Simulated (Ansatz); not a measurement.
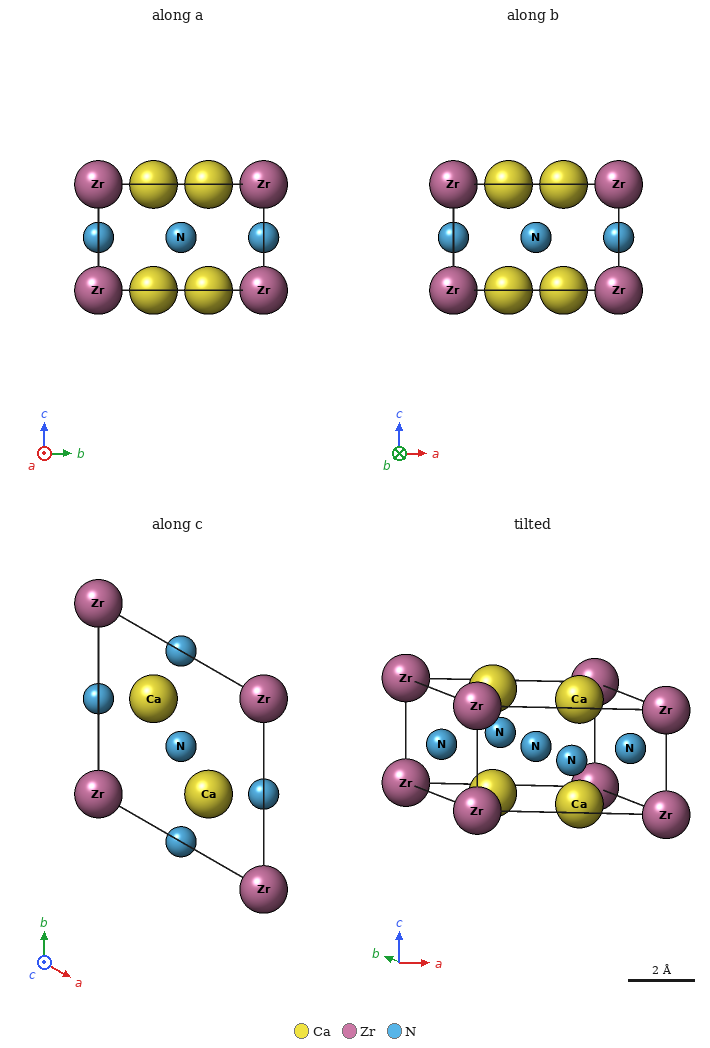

View along the a axis, along the b axis, along the c axis and slightly off an axis, drawn as a spheres-only model. The conventional unit cell is outlined; an atom on or near a face, edge or corner is repeated at each equivalent position.

Lattice parameters: a = 5.843 Å, b = 5.843 Å, c = 3.246 Å, α = 90.00°, β = 90.00°, γ = 120.00°.

Write the structure as a table of Wyckoff sites.

Answer. Space group P6/mmm (No. 191).
| atom | site | x | y | z |
| --- | --- | --- | --- | --- |
| Ca | 2c | 0.6667 | 0.3333 | 0.0000 |
| Zr | 1a | 0.0000 | 0.0000 | 0.0000 |
| N | 3g | 0.0000 | 0.5000 | 0.5000 |

Origin of the cell: a structure type filled with these elements by a generator (whether the compound takes this form wasn't checked). A relaxation with Ansatz 0.2.0, DFT PBE, scalar-relativistic, plane waves, PAW gave the geometry drawn.
